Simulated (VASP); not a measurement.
Band structure of Be (hcp). Computed with PBE GGA with D3 dispersion (Becke-Johnson damping), VASP's PBE PAW potentials (set 64) (plane waves; VASP 6.6.1).

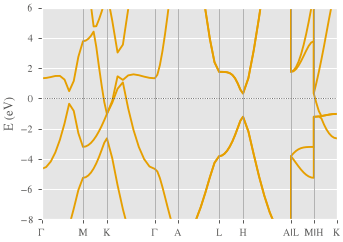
Figure. Bands along high-symmetry lines, zero at the valence-band maximum or, without a gap, the Fermi level

Task: Read the plot: is there a gap, and where are the band edges?

Result: It has no gap at this level: it comes out as a metal or semimetal. (Edges off the drawn lines would not show.)

The compound is Be in the hcp structure. It was relaxed first, which changed the volume by -8 %.
